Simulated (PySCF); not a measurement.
# H5NOSi: spin-spin couplings and electronic excitations at several levels of theory

How much do the spin-spin couplings and electronic excitations of H5NOSi (`N[SiH2]O`) depend on the level of theory, and what does each level cost?

Programs: PySCF 2.14.0, with density-fitted response routines of our own. Each step states its level of theory. These are calculated values for one molecule in the gas phase, unless marked as measured. Atoms are numbered from 0 throughout.

### 1 Starting geometry

8 atoms, charge 0, multiplicity 1; geometry from: PBE0-D3(BJ)/def2-SVP.

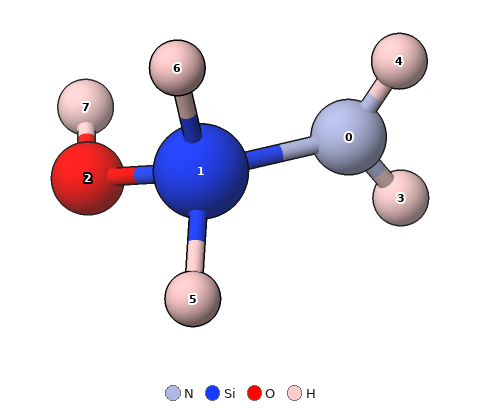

As it starts; nitrogen light blue, silicon blue, oxygen red, hydrogen pink, atoms numbered.

### 2 Indirect couplings: B3LYP/def2-TZVP

What the job is given:

```
{"job": {"kind": "j", "xc": "B3LYP", "basis": "def2-TZVP"}, "charge": 0, "multiplicity": 1}
N      1.198472     0.121672    -0.154849
Si    -0.444538    -0.382785    -0.145773
O     -1.505094     0.836772     0.263533
H      1.601203     0.740566    -0.846853
H      1.899448    -0.330452     0.416940
H     -0.943725    -0.815038    -1.479729
H     -0.475927    -1.512665     0.833832
H     -1.273716     1.324325     1.060125
```

Method: B3LYP/def2-TZVP indirect spin-spin coupling, non-relativistic, gas phase.

Started as:

```bash
$ OMP_NUM_THREADS=1 python probes_run.py task.json out
```

This one command runs all jobs of the session in turn.

The log of the run:

```text
coarse grid: 6872 points
cycle   1  E = -422.5135774058  dE =  1.698e-01  |g| = 8.799e-01  |ddm| = 1.972e+00
cycle   2  E = -422.2309724320  dE =  2.826e-01  |g| = 1.494e+00  |ddm| = 1.497e+00
cycle   3  E = -422.6499537556  dE = -4.190e-01  |g| = 1.182e-01  |ddm| = 1.111e+00
cycle   4  E = -422.6516609255  dE = -1.707e-03  |g| = 7.526e-02  |ddm| = 9.953e-02
cycle   5  E = -422.6527485991  dE = -1.088e-03  |g| = 9.454e-03  |ddm| = 4.336e-02
cycle   6  E = -422.6527686285  dE = -2.003e-05  |g| = 1.395e-03  |ddm| = 7.054e-03
cycle   7  E = -422.6527690462  dE = -4.178e-07  |g| = 4.145e-04  |ddm| = 1.605e-03
final grid: 60992 points
cycle   8  E = -422.6463373416  dE = -2.011e-05  |g| = 4.416e-03  |ddm| = 1.479e-02
cycle   9  E = -422.6463323038  dE =  5.038e-06  |g| = 6.656e-03  |ddm| = 6.336e-03
cycle  10  E = -422.6463412232  dE = -8.919e-06  |g| = 4.019e-04  |ddm| = 3.728e-03
cycle  11  E = -422.6463412533  dE = -3.004e-08  |g| = 2.103e-04  |ddm| = 4.379e-04
cycle  12  E = -422.6463412602  dE = -6.938e-09  |g| = 7.156e-05  |ddm| = 1.501e-04
cycle  13  E = -422.6463412611  dE = -9.260e-10  |g| = 9.613e-06  |ddm| = 4.387e-05
converged SCF energy = -422.6463412611

Indirect spin-spin couplings (Hz)
  i      j    bonds     total        FC       PSO       DSO        SD
  0 N    1 Si   1     16.813    19.589    -3.078     0.031     0.271
  0 N    2 O    2      0.206     0.186    -0.061    -0.017     0.098
  0 N    3 H    1    -78.186   -74.465    -3.166    -0.294    -0.261
  0 N    4 H    1    -79.788   -76.034    -3.186    -0.295    -0.273
  0 N    5 H    2     -5.505    -5.699     0.036     0.156     0.002
  0 N    6 H    2    -10.285   -10.459     0.059     0.095     0.020
  0 N    7 H    3      0.118     0.189    -0.053     0.049    -0.066
  1 Si   2 O    1    -31.147   -24.768    -6.926     0.032     0.515
  1 Si   3 H    2     -1.498    -2.555     0.617     0.416     0.025
  1 Si   4 H    2     -5.462    -6.669     0.767     0.396     0.043
  1 Si   5 H    1   -211.860  -212.247     0.985    -0.303    -0.294
  1 Si   6 H    1   -186.439  -186.796     0.907    -0.307    -0.243
  1 Si   7 H    2      4.652     3.530     0.672     0.485    -0.035
  2 O    3 H    3      0.531     0.494    -0.110     0.167    -0.020
  2 O    4 H    3      0.221     0.122    -0.164     0.301    -0.039
  2 O    5 H    2    -25.400   -25.611     0.050     0.125     0.036
  2 O    6 H    2     -2.923    -3.277     0.095     0.233     0.027
  2 O    7 H    1    -75.008   -60.834   -13.085    -0.413    -0.676
  3 H    4 H    2     -6.490    -7.459     5.689    -5.086     0.365
  3 H    5 H    3     -0.204     0.115     0.623    -0.945     0.003
  3 H    6 H    3      9.663    10.631     2.076    -3.026    -0.018
  3 H    7 H    4     -0.176     0.044     0.868    -1.094     0.006
  4 H    5 H    3      3.520     4.378     1.656    -2.504    -0.011
  4 H    6 H    3      1.406     1.341    -0.041     0.064     0.041
  4 H    7 H    4     -0.473    -0.179     0.836    -1.125    -0.005
  5 H    6 H    2     18.399    19.324     1.043    -2.010     0.043
  5 H    7 H    3      8.463     9.567     2.691    -3.788    -0.007
  6 H    7 H    3     -1.334    -0.915     0.900    -1.327     0.008
```

It took 9.4 s on 1 thread of Arm Neoverse V1, shared host; peak memory 0.56 GiB.

This basis has no tight s functions, so the Fermi-contact terms are rough.

Couplings of 1 Hz or more, nine at most for each number of bonds, with means over like pairs (isotopes 1H, 15N, 17O, 29Si):

```tsv
pair	bonds	J (Hz)	Fermi contact (Hz)
Si1–H5	1	-199.1	-199.5
N0–H3	1	-79.0	-75.2
O2–H7	1	-75.0	-60.8
Si1–O2	1	-31.1	-24.8
N0–Si1	1	16.8	19.6
H5–H6	2	18.4	19.3
O2–H5	2	-14.2	-14.4
N0–H5	2	-7.9	-8.1
H3–H4	2	-6.5	-7.5
Si1–H7	2	4.7	3.5
Si1–H3	2	-3.5	-4.6
H3–H5	3	3.6	4.1
H5–H7	3	3.6	4.3
```

Quadrupole couplings from the field gradients of the same density:

```tsv
atom	isotope	eQq/h (MHz)	η
O2	17O	-8.411	0.52
N0	14N	-4.328	0.37
```

### 3 Indirect couplings: B3LYP/cc-pVTZ

Same as in step 2 but for these lines:

```diff
@@ -1,2 +1,2 @@
-{"job": {"kind": "j", "xc": "B3LYP", "basis": "def2-TZVP"}, "charge": 0, "multiplicity": 1}
+{"job": {"kind": "j", "xc": "B3LYP", "basis": "cc-pVTZ"}, "charge": 0, "multiplicity": 1}
 N      1.198472     0.121672    -0.154849
```

With the program's defaults for keys left out, this is: B3LYP/cc-pVTZ indirect spin-spin coupling, non-relativistic, gas phase.

The log of the run:

```text
coarse grid: 6872 points
cycle   1  E = -422.5030972166  dE =  1.776e-01  |g| = 8.862e-01  |ddm| = 5.268e+00
cycle   2  E = -422.2289055324  dE =  2.742e-01  |g| = 1.487e+00  |ddm| = 2.704e+00
cycle   3  E = -422.6401452559  dE = -4.112e-01  |g| = 1.197e-01  |ddm| = 1.780e+00
cycle   4  E = -422.6419666911  dE = -1.821e-03  |g| = 7.428e-02  |ddm| = 2.187e-01
cycle   5  E = -422.6430135417  dE = -1.047e-03  |g| = 8.882e-03  |ddm| = 9.785e-02
cycle   6  E = -422.6430318447  dE = -1.830e-05  |g| = 1.551e-03  |ddm| = 1.538e-02
cycle   7  E = -422.6430323533  dE = -5.086e-07  |g| = 3.838e-04  |ddm| = 2.899e-03
final grid: 60992 points
cycle   8  E = -422.6404850201  dE = -2.657e-05  |g| = 4.442e-03  |ddm| = 4.725e-02
cycle   9  E = -422.6404801439  dE =  4.876e-06  |g| = 6.632e-03  |ddm| = 1.466e-02
cycle  10  E = -422.6404888890  dE = -8.745e-06  |g| = 3.922e-04  |ddm| = 8.589e-03
cycle  11  E = -422.6404889156  dE = -2.664e-08  |g| = 2.317e-04  |ddm| = 8.683e-04
cycle  12  E = -422.6404889242  dE = -8.577e-09  |g| = 6.985e-05  |ddm| = 3.172e-04
cycle  13  E = -422.6404889251  dE = -9.148e-10  |g| = 9.946e-06  |ddm| = 9.687e-05
converged SCF energy = -422.6404889251

Indirect spin-spin couplings (Hz)
  i      j    bonds     total        FC       PSO       DSO        SD
  0 N    1 Si   1     15.744    18.491    -3.033     0.032     0.255
  0 N    2 O    2      0.022    -0.023    -0.047    -0.017     0.108
  0 N    3 H    1    -70.455   -66.501    -3.288    -0.281    -0.385
  0 N    4 H    1    -71.554   -67.561    -3.304    -0.283    -0.405
  0 N    5 H    2     -4.769    -5.012     0.079     0.156     0.007
  0 N    6 H    2     -8.946    -9.149     0.091     0.095     0.017
  0 N    7 H    3      0.096     0.161    -0.048     0.049    -0.067
  1 Si   2 O    1    -27.625   -21.451    -6.700     0.033     0.494
  1 Si   3 H    2     -2.119    -3.162     0.584     0.419     0.041
  1 Si   4 H    2     -6.340    -7.493     0.702     0.400     0.052
  1 Si   5 H    1   -198.597  -199.284     0.992    -0.300    -0.005
  1 Si   6 H    1   -172.340  -173.005     0.925    -0.303     0.042
  1 Si   7 H    2      4.708     3.533     0.707     0.489    -0.022
  2 O    3 H    3      0.517     0.479    -0.108     0.168    -0.022
  2 O    4 H    3      0.339     0.217    -0.142     0.302    -0.038
  2 O    5 H    2    -23.370   -23.614     0.084     0.126     0.034
  2 O    6 H    2     -2.386    -2.817     0.151     0.233     0.047
  2 O    7 H    1    -62.321   -47.382   -13.601    -0.391    -0.948
  3 H    4 H    2     -5.492    -6.847     6.149    -5.160     0.366
  3 H    5 H    3     -0.191     0.155     0.603    -0.954     0.005
  3 H    6 H    3      9.802    10.842     2.017    -3.038    -0.021
  4 H    5 H    3      3.477     4.448     1.555    -2.515    -0.011
  4 H    6 H    3      1.621     1.517     0.002     0.058     0.043
  4 H    7 H    4     -0.466    -0.188     0.860    -1.134    -0.005
  5 H    6 H    2     17.641    18.869     0.720    -2.019     0.071
  5 H    7 H    3      8.313     9.534     2.597    -3.804    -0.013
  6 H    7 H    3     -1.418    -0.941     0.854    -1.338     0.007
```

Wall time 13 s (1 thread of Arm Neoverse V1, shared host); peak memory 0.7 GiB.

This basis has no tight s functions, so the Fermi-contact terms are rough.

In short: J(Si1,H5) -185.5 Hz, J(N0,H3) -71.0 Hz, J(O2,H7) -62.3 Hz (means over like pairs).

### 4 Spin-spin couplings: B3LYP/6-31G*

Same as in step 3 but for these lines:

```diff
@@ -1,2 +1,2 @@
-{"job": {"kind": "j", "xc": "B3LYP", "basis": "cc-pVTZ"}, "charge": 0, "multiplicity": 1}
+{"job": {"kind": "j", "xc": "B3LYP", "basis": "6-31G*"}, "charge": 0, "multiplicity": 1}
 N      1.198472     0.121672    -0.154849
```

Method: B3LYP/6-31G* indirect spin-spin coupling, non-relativistic, gas phase.

The log of the run:

```text
coarse grid: 6872 points
cycle   1  E = -422.4327233325  dE =  1.961e-01  |g| = 8.292e-01  |ddm| = 2.385e+00
cycle   2  E = -422.2058347557  dE =  2.269e-01  |g| = 1.342e+00  |ddm| = 1.660e+00
cycle   3  E = -422.5639999884  dE = -3.582e-01  |g| = 1.048e-01  |ddm| = 1.166e+00
cycle   4  E = -422.5656234270  dE = -1.623e-03  |g| = 6.099e-02  |ddm| = 1.202e-01
cycle   5  E = -422.5664063257  dE = -7.829e-04  |g| = 7.439e-03  |ddm| = 4.945e-02
cycle   6  E = -422.5664208876  dE = -1.456e-05  |g| = 1.055e-03  |ddm| = 8.443e-03
cycle   7  E = -422.5664211940  dE = -3.064e-07  |g| = 1.771e-04  |ddm| = 1.524e-03
final grid: 60992 points
cycle   8  E = -422.5282323275  dE = -6.796e-06  |g| = 4.242e-03  |ddm| = 8.345e-03
cycle   9  E = -422.5282278898  dE =  4.438e-06  |g| = 6.253e-03  |ddm| = 8.016e-03
cycle  10  E = -422.5282363435  dE = -8.454e-06  |g| = 3.235e-04  |ddm| = 4.645e-03
cycle  11  E = -422.5282363699  dE = -2.642e-08  |g| = 1.064e-04  |ddm| = 4.234e-04
cycle  12  E = -422.5282363716  dE = -1.698e-09  |g| = 5.233e-05  |ddm| = 1.104e-04
cycle  13  E = -422.5282363721  dE = -5.484e-10  |g| = 3.890e-06  |ddm| = 3.973e-05
converged SCF energy = -422.5282363721

Indirect spin-spin couplings (Hz)
  i      j    bonds     total        FC       PSO       DSO        SD
  0 N    1 Si   1     21.120    23.315    -2.443     0.032     0.216
  0 N    2 O    2      1.253     1.210    -0.033    -0.017     0.093
  0 N    3 H    1    -78.341   -75.004    -2.674    -0.329    -0.334
  0 N    4 H    1    -79.630   -76.243    -2.713    -0.330    -0.343
  0 N    5 H    2     -4.723    -4.959     0.086     0.153    -0.003
  0 N    6 H    2     -8.468    -8.676     0.099     0.092     0.016
  0 N    7 H    3      0.215     0.269    -0.040     0.049    -0.064
  1 Si   2 O    1    -17.468   -12.251    -5.615     0.035     0.362
  1 Si   3 H    2     -1.245    -2.429     0.774     0.409     0.000
  1 Si   4 H    2     -4.844    -6.049     0.809     0.390     0.006
  1 Si   5 H    1   -219.825  -219.987     0.918    -0.328    -0.427
  1 Si   6 H    1   -191.828  -192.006     0.867    -0.331    -0.358
  1 Si   7 H    2      3.680     2.369     0.896     0.476    -0.061
  2 O    3 H    3      0.624     0.566    -0.085     0.164    -0.020
  2 O    4 H    3      0.285     0.150    -0.115     0.296    -0.047
  2 O    5 H    2    -22.212   -22.491     0.126     0.122     0.031
  2 O    6 H    2     -3.299    -3.704     0.176     0.225     0.004
  2 O    7 H    1    -77.138   -64.450   -11.816    -0.518    -0.353
  3 H    4 H    2     -6.577    -6.083     4.122    -4.961     0.345
  3 H    5 H    3     -0.635     0.041     0.236    -0.920     0.007
  3 H    6 H    3      9.830    11.524     1.316    -2.994    -0.015
  3 H    7 H    4     -0.482     0.055     0.544    -1.078    -0.002
  4 H    5 H    3      2.817     4.362     0.941    -2.476    -0.011
  4 H    6 H    3      1.332     1.385    -0.197     0.091     0.053
  4 H    7 H    4     -0.807    -0.207     0.522    -1.112    -0.010
  5 H    6 H    2     18.081    19.827     0.183    -1.945     0.015
  5 H    7 H    3      8.688    10.736     1.714    -3.749    -0.013
  6 H    7 H    3     -1.928    -1.033     0.391    -1.295     0.009
```

It took 3.7 s on 1 thread of Arm Neoverse V1, shared host; peak memory 0.46 GiB.

This basis has no tight s functions, so the Fermi-contact terms are rough.

In short: J(Si1,H5) -205.8 Hz, J(N0,H3) -79.0 Hz, J(O2,H7) -77.1 Hz (means over like pairs).

### 5 Ultraviolet spectrum: HF/def2-SVPD

Same as in step 4 but for these lines:

```diff
@@ -1,2 +1,2 @@
-{"job": {"kind": "j", "xc": "B3LYP", "basis": "6-31G*"}, "charge": 0, "multiplicity": 1}
+{"job": {"kind": "uv", "xc": "HF", "basis": "def2-SVPD", "ip": true}, "charge": 0, "multiplicity": 1}
 N      1.198472     0.121672    -0.154849
```

Level: TDDFT HF/def2-SVPD, vertical, gas phase, core orbitals frozen in the response.

The log of the run:

```text
final grid: 60992 points
cycle   1  E = -420.9866984375  dE =  1.549e-02  |g| = 5.096e-01  |ddm| = 2.860e+00
cycle   2  E = -421.0325233419  dE = -4.582e-02  |g| = 2.858e-01  |ddm| = 8.317e-01
cycle   3  E = -421.0480768851  dE = -1.555e-02  |g| = 4.967e-02  |ddm| = 2.559e-01
cycle   4  E = -421.0488077100  dE = -7.308e-04  |g| = 8.463e-03  |ddm| = 1.171e-01
cycle   5  E = -421.0488344234  dE = -2.671e-05  |g| = 3.055e-03  |ddm| = 2.725e-02
cycle   6  E = -421.0488370231  dE = -2.600e-06  |g| = 6.533e-04  |ddm| = 4.812e-03
cycle   7  E = -421.0488372664  dE = -2.434e-07  |g| = 1.404e-04  |ddm| = 2.015e-03
cycle   8  E = -421.0488372804  dE = -1.395e-08  |g| = 3.148e-05  |ddm| = 3.856e-04
cycle   9  E = -421.0488372811  dE = -6.994e-10  |g| = 8.176e-06  |ddm| = 9.834e-05
converged SCF energy = -421.0488372811

Static polarisability (au): isotropic 36.429, principal 35.440 35.899 37.948

Singlet excitations
state   eV       nm        f      main configurations
  1   7.7018    161.0   0.04790   H->L 0.62, H->L+1 0.15, H->L+2 0.11
  2   9.0704    136.7   0.03259   H->L+1 0.28, H-1->L 0.20, H-1->L+1 0.08
  3   9.2167    134.5   0.00081   H->L+4 0.30, H->L+3 0.12, H->L+5 0.12
  4   9.4829    130.7   0.03400   H-1->L 0.28, H->L+1 0.26, H->L+3 0.11
  5   9.7487    127.2   0.09530   H-1->L+1 0.28, H-1->L 0.10
  6   9.8416    126.0   0.04543   H->L+2 0.28, H->L 0.16, H->L+5 0.12
  7  10.0292    123.6   0.06034   H->L+2 0.20, H->L+3 0.15, H-2->L 0.08
  8  10.3200    120.1   0.00191   H->L+7 0.20, H-1->L+3 0.12
  9  10.4509    118.6   0.03924   H->L+5 0.21, H-1->L 0.14, H-1->L+2 0.13
 10  10.6564    116.3   0.02093   H-1->L+2 0.26, H->L+4 0.18

Triplet excitations (Tamm-Dancoff, eV): 7.0911 8.2679 8.5836 8.8135
Vertical ionisation energy (delta-SCF) = 8.9018 eV
```

Wall time 2 s (1 thread of Arm Neoverse V1, shared host); peak memory 0.46 GiB.

The orbitals next to the gap, with their largest atomic shares:

```tsv
orbital	eV	atoms
HOMO−3	-15.08	O2 49 %, Si1 22 %, H5 10 %
HOMO−2	-13.82	O2 47 %, Si1 18 %, H5 16 %
HOMO−1	-12.45	Si1 30 %, H6 27 %, O2 21 %
HOMO	-11.24	N0 64 %, Si1 11 %, H5 6 %
LUMO	2.31	Si1 51 %, O2 13 %, H4 9 %
LUMO+1	3.22	O2 37 %, H7 14 %, Si1 9 %
LUMO+2	3.54	Si1 35 %, O2 21 %, H5 13 %
```

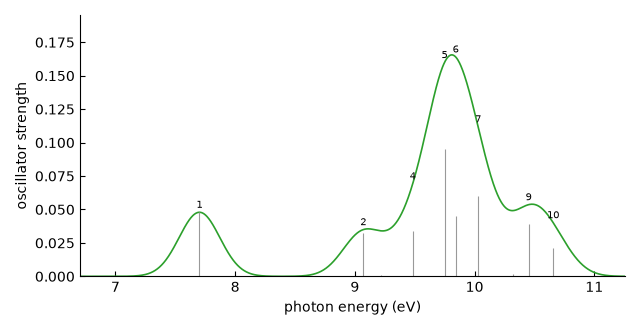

Absorption spectrum from the 10 singlet states computed; above the last one it falls off for lack of states. Lines are broadened to a width of 0.40 eV (Gaussian).

Further results of this job:

```tsv
property	computed
dipole moment (D)	2.33
polarisability (Å³)	5.40
HOMO–LUMO gap (eV)	13.55
−ε(HOMO) (eV)	11.24
```

### 6 Excited states and response: LDA/def2-SVPD

Same as in step 5 but for these lines:

```diff
@@ -1,2 +1,2 @@
-{"job": {"kind": "uv", "xc": "HF", "basis": "def2-SVPD", "ip": true}, "charge": 0, "multiplicity": 1}
+{"job": {"kind": "uv", "xc": "LDA", "basis": "def2-SVPD", "ip": true}, "charge": 0, "multiplicity": 1}
 N      1.198472     0.121672    -0.154849
```

With the program's defaults for keys left out, this is: TDDFT LDA/def2-SVPD, vertical, gas phase, core orbitals frozen in the response.

The log of the run:

```text
coarse grid: 6872 points
cycle   1  E = -419.9820262161  dE =  1.986e-01  |g| = 8.696e-01  |ddm| = 3.139e+00
cycle   2  E = -419.2874542221  dE =  6.946e-01  |g| = 2.000e+00  |ddm| = 2.520e+00
cycle   3  E = -420.1250104410  dE = -8.376e-01  |g| = 1.914e-01  |ddm| = 1.963e+00
cycle   4  E = -420.1293806837  dE = -4.370e-03  |g| = 1.419e-01  |ddm| = 2.925e-01
cycle   5  E = -420.1335194525  dE = -4.139e-03  |g| = 2.036e-02  |ddm| = 1.355e-01
cycle   6  E = -420.1336555072  dE = -1.361e-04  |g| = 3.604e-03  |ddm| = 3.367e-02
cycle   7  E = -420.1336585428  dE = -3.036e-06  |g| = 8.644e-04  |ddm| = 5.305e-03
final grid: 60992 points
cycle   8  E = -420.1930751121  dE = -1.517e-05  |g| = 3.677e-03  |ddm| = 3.362e-02
cycle   9  E = -420.1930678226  dE =  7.290e-06  |g| = 6.969e-03  |ddm| = 8.985e-03
cycle  10  E = -420.1930780109  dE = -1.019e-05  |g| = 5.106e-04  |ddm| = 6.425e-03
cycle  11  E = -420.1930780875  dE = -7.664e-08  |g| = 1.166e-04  |ddm| = 7.623e-04
cycle  12  E = -420.1930780910  dE = -3.488e-09  |g| = 2.573e-05  |ddm| = 1.828e-04
cycle  13  E = -420.1930780911  dE = -1.204e-10  |g| = 1.465e-05  |ddm| = 3.596e-05
converged SCF energy = -420.1930780911

Static polarisability (au): isotropic 43.642, principal 41.298 43.248 46.379

Singlet excitations
state   eV       nm        f      main configurations
  1   5.9950    206.8   0.05417   H->L 0.97
  2   6.5393    189.6   0.02511   H->L+1 0.95
  3   6.7970    182.4   0.00904   H-1->L 0.99
  4   7.3180    169.4   0.01665   H->L+2 0.96
  5   7.3653    168.3   0.02081   H-1->L+1 0.84, H->L+3 0.10
  6   7.4274    166.9   0.03729   H->L+3 0.86, H-1->L+1 0.10
  7   7.7162    160.7   0.00760   H->L+4 0.73, H-2->L 0.23
  8   7.7495    160.0   0.04971   H-2->L 0.72, H->L+4 0.22
  9   7.9039    156.9   0.02897   H->L+5 0.96
 10   8.2192    150.8   0.01715   H-2->L+1 0.55, H-1->L+2 0.43

Triplet excitations (Tamm-Dancoff, eV): 5.6869 6.1300 6.6191 7.0567
Vertical ionisation energy (delta-SCF) = 9.8858 eV
```

Run time: 13 s. Hardware: 1 thread of Arm Neoverse V1, shared host; peak memory 0.46 GiB.

Key values: HOMO -6.39 eV, LUMO -0.56 eV; lowest singlet 6.00 eV.

### 7 TDDFT and polarisability: PBE/def2-SVPD

Same as in step 6 but for these lines:

```diff
@@ -1,2 +1,2 @@
-{"job": {"kind": "uv", "xc": "LDA", "basis": "def2-SVPD", "ip": true}, "charge": 0, "multiplicity": 1}
+{"job": {"kind": "uv", "xc": "PBE", "basis": "def2-SVPD", "ip": true}, "charge": 0, "multiplicity": 1}
 N      1.198472     0.121672    -0.154849
```

With the program's defaults for keys left out, this is: TDDFT PBE/def2-SVPD, vertical, gas phase, core orbitals frozen in the response.

The log of the run:

```text
coarse grid: 6872 points
cycle   1  E = -421.8387968716  dE =  1.994e-01  |g| = 8.722e-01  |ddm| = 3.158e+00
cycle   2  E = -421.1693936653  dE =  6.694e-01  |g| = 1.961e+00  |ddm| = 2.526e+00
cycle   3  E = -421.9825936536  dE = -8.132e-01  |g| = 1.903e-01  |ddm| = 2.017e+00
cycle   4  E = -421.9871173685  dE = -4.524e-03  |g| = 1.387e-01  |ddm| = 2.919e-01
cycle   5  E = -421.9911256876  dE = -4.008e-03  |g| = 1.949e-02  |ddm| = 1.321e-01
cycle   6  E = -421.9912549912  dE = -1.293e-04  |g| = 2.991e-03  |ddm| = 3.326e-02
cycle   7  E = -421.9912570799  dE = -2.089e-06  |g| = 6.034e-04  |ddm| = 3.980e-03
final grid: 60992 points
cycle   8  E = -422.0616820683  dE = -5.829e-07  |g| = 1.178e-02  |ddm| = 4.338e-02
cycle   9  E = -422.0615709379  dE =  1.111e-04  |g| = 2.580e-02  |ddm| = 2.937e-02
cycle  10  E = -422.0617105797  dE = -1.396e-04  |g| = 1.272e-03  |ddm| = 2.082e-02
cycle  11  E = -422.0617109184  dE = -3.387e-07  |g| = 3.812e-04  |ddm| = 1.396e-03
cycle  12  E = -422.0617109507  dE = -3.226e-08  |g| = 9.868e-05  |ddm| = 4.600e-04
cycle  13  E = -422.0617109530  dE = -2.329e-09  |g| = 9.801e-06  |ddm| = 1.149e-04
cycle  14  E = -422.0617109531  dE = -3.115e-11  |g| = 1.956e-06  |ddm| = 1.949e-05
converged SCF energy = -422.0617109531

Static polarisability (au): isotropic 42.970, principal 40.555 42.558 45.797

Singlet excitations
state   eV       nm        f      main configurations
  1   5.9391    208.8   0.05509   H->L 0.98
  2   6.4847    191.2   0.02246   H->L+1 0.96
  3   6.8069    182.1   0.00894   H-1->L 0.99
  4   7.2382    171.3   0.01346   H->L+2 0.98
  5   7.3678    168.3   0.02605   H-1->L+1 0.62, H->L+3 0.36
  6   7.4079    167.4   0.02516   H->L+3 0.61, H-1->L+1 0.34
  7   7.6806    161.4   0.00922   H->L+4 0.90
  8   7.7373    160.2   0.04283   H-2->L 0.90
  9   7.8387    158.2   0.02409   H->L+5 0.96
 10   8.2038    151.1   0.02471   H-1->L+2 0.94

Triplet excitations (Tamm-Dancoff, eV): 5.6037 6.0560 6.5998 7.0378
Vertical ionisation energy (delta-SCF) = 9.7237 eV
```

Wall time 18 s (1 thread of Arm Neoverse V1, shared host); peak memory 0.47 GiB.

In short: HOMO -6.24 eV, LUMO -0.46 eV; lowest singlet 5.94 eV.

(Part 1 of 2 ends here.)
